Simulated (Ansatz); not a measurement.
Consider NaYCl6.

Input

```
crystal:
  lattice:
    - [0.0, 5.3810883906, 5.3810883906]
    - [5.3810883906, 0.0, 5.3810883906]
    - [5.3810883906, 5.3810883906, 0.0]
  atoms:
    - { symbol: Na, position: [0.5, 0.5, 0.5] }
    - { symbol: "Y", position: [0.0, 0.0, 0.0] }
    - { symbol: Cl, position: [0.7568124153, 0.2431875847, 0.2431875847] }
    - { symbol: Cl, position: [0.2431875847, 0.7568124153, 0.7568124153] }
    - { symbol: Cl, position: [0.2431875847, 0.7568124153, 0.2431875847] }
    - { symbol: Cl, position: [0.7568124153, 0.2431875847, 0.7568124153] }
    - { symbol: Cl, position: [0.2431875847, 0.2431875847, 0.7568124153] }
    - { symbol: Cl, position: [0.7568124153, 0.7568124153, 0.2431875847] }
basis:
  ecutwfc: 420
kpoints:
  mp_grid: { grid: [6, 6, 6] }
hamiltonian:
  xc: pbe
scf:
  occupations: { method: gaussian, width: 0.1 }
output:
  forces: true
  stress: true
  eigenvalues: true
  write_density: true
  write_potential: true
  elf: true
  volumetric_format: npy
relax:
  adjacent_minimum: "off"
  f_tol: 0.01
  max_steps: 80
  cell: { stress_tol: 0.05 }
```

Launched as:

```sh
ansatz run input.yaml --threads 1 --pin off --max-ram 2048MiB --backend cpu --events-out ev --progress --plain --runs-dir out
```

Below, planes, directions and counts refer to the conventional cell (a = 10.83 Å, b = 10.83 Å, c = 10.83 Å, α = 90.00°, β = 90.00°, γ = 90.00°).

The fields are those of the relaxed geometry.

Space group Fm-3m; a structure generated by program, which may or may not match a known phase.

These are results of DFT PBE, scalar-relativistic, plane waves, PAW in Ansatz 0.2.0, not measurements.

### Predict the valence pseudo-density and electron localisation function between the atoms.

Y–Cl (2.62 Å): the density is about 0.34 e/Å³ at the midpoint; the ELF peaks at about 0.90 in the valence shell of Cl, 0.8 Å from its nucleus, and is about 0.25 at the midpoint (no shared electron pair shows on this line).
Na–Cl (2.79 Å): ρ is about 0.13 e/Å³ halfway; the ELF peaks at about 0.90 in the valence shell of Cl, 0.8 Å from its nucleus, and is about 0.40 at the midpoint.

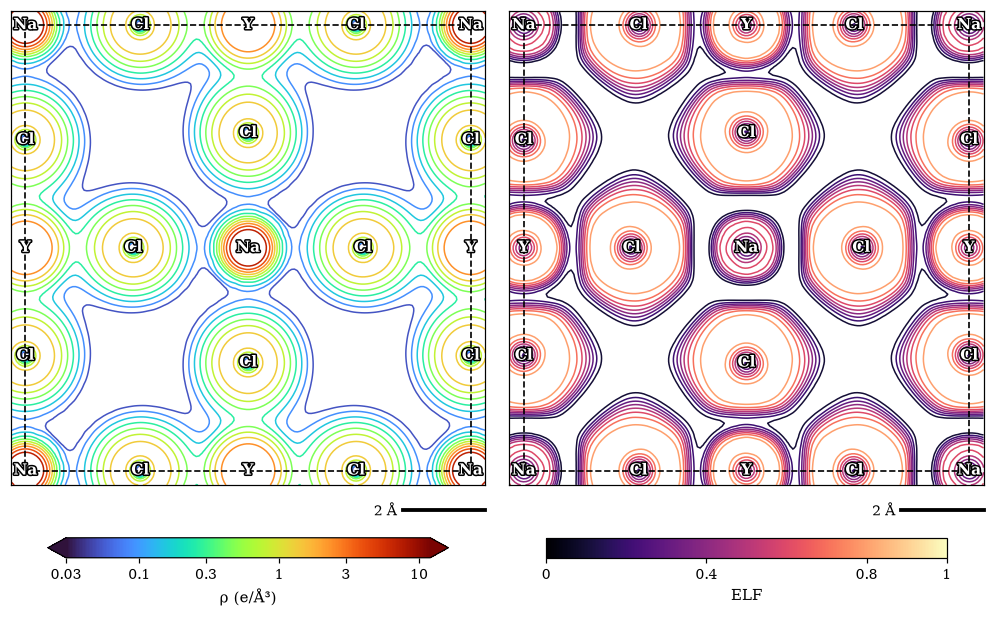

Computed valence pseudo-density and electron localisation function on the (010) plane of the conventional cell, in this order. 

The density is the valence pseudo-density of a PAW calculation; it isn't the true density close to the nuclei.
